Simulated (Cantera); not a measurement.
A closed system holds: 1 mol BF₃, 0.49 mol N₂, 0.31 mol H₂, 0.23 mol O₂, equilibrated at 21.0 Pa.

These are equilibrium values from Cantera (NASA tables, ideal gas, pure condensed phases), not measurements of a reactor. Candidate condensed phases: B, BN, B₂O₃, B₃O₃H₃, H₂O; 62 gas species. Rates play no part.

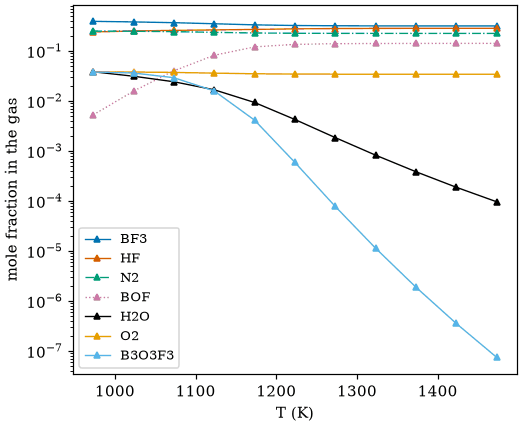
Equilibrium gas composition (values under 1e-9 drawn at 1e-9)

From 973 K to 1473 K nothing is condensed. The main B-bearing gas is BF₃ throughout.
